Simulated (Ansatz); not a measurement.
**Fields on a plane of BaHfO3 (cubic perovskite)**

```xyz
5
Lattice="4.1212 0.0000 0.0000 0.0000 4.1212 0.0000 0.0000 0.0000 4.1212" Properties=species:S:1:pos:R:3 pbc="T T T"
Ba     0.0000     0.0000     0.0000
Hf     2.0606     2.0606     2.0606
O      0.0000     2.0606     2.0606
O      2.0606     2.0606     0.0000
O      2.0606     0.0000     2.0606
```

The slice is a {100} plane (indices of the conventional cell) through the point (0.500, 0.500, 0.500) (fractional), spanned by u = [100] and v = [010] in vectors of this cell: u (4.12 Å) and v (4.12 Å, at 90° to u). It covers one period; positions are fractions (u, v).

Atoms on it: Hf at (0.00, 0.00); O at (0.50, 0.00); O at (0.00, 0.50).

Computed with LDA (plane waves to 420 eV, PAW, scalar-relativistic; Ansatz, a first-principles code). k mesh 8×8×8. Inside the PAW spheres the values are not all-electron values, and peaks at nuclei hang on which shells count as valence. BaHfO3 is run without spin polarisation. BaHfO3 was relaxed with its symmetry unable to fall. Spin-orbit coupling is left out, though Hf is heavy.

```tsv
v \ u	0.00	0.11	0.21	0.32	0.43	0.54	0.64	0.75	0.86	0.96
0.93	x	x	<1.0	x	x	x	x	<1.0	x	x
0.86	x	x	<1.0	5.5	x	x	x	<1.0	x	x
0.79	x	<1.0	2.3	7.8	8.8	x	8.5	4.7	<1.0	x
0.71	x	2.2	6.6	8.9	9.7	9.7	9.3	7.6	3.9	x
0.64	x	x	8.5	9.3	9.2	9.1	9.3	9.1	x	x
0.57	x	x	8.8	9.4	8.6	8.5	9.2	9.4	x	x
0.50	x	x	x	9.5	8.4	8.3	9.1	9.2	x	x
0.43	x	x	8.8	9.4	8.6	8.5	9.2	9.4	x	x
0.36	x	x	8.5	9.3	9.2	9.1	9.3	9.1	x	x
0.29	x	2.2	6.6	8.9	9.7	9.7	9.3	7.6	3.9	x
0.21	x	<1.0	2.3	7.8	8.8	x	8.5	4.7	<1.0	x
0.14	x	x	<1.0	5.5	x	x	x	<1.0	x	x
0.07	x	x	<1.0	x	x	x	x	<1.0	x	x
0.00	x	x	x	x	x	x	x	<1.0	x	x
```

Values: electrostatic potential energy of an electron, from the cell's mean, in eV. Points within 0.9 Å of a nucleus are blanked (x), as the pseudised field means little there. Values under 1 eV are set to 1. The zero, the cell's mean, hangs on the PAW cores.

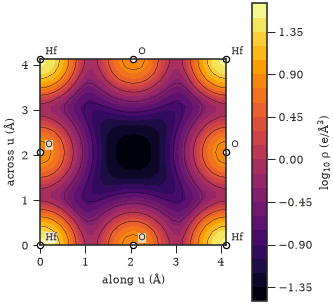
Fig. 1. Log₁₀ of the valence density in e/Å³, one period of the plane, atoms marked. The scale is logarithmic, as a density can span decades between atoms and voids.

| Item | Value |
|---|---|
| Density on the Hf–O line (2.06 Å) at its density minimum, 1.1 Å from Hf | 0.77 e/Å³ |
| ELF at that point | 0.2 |
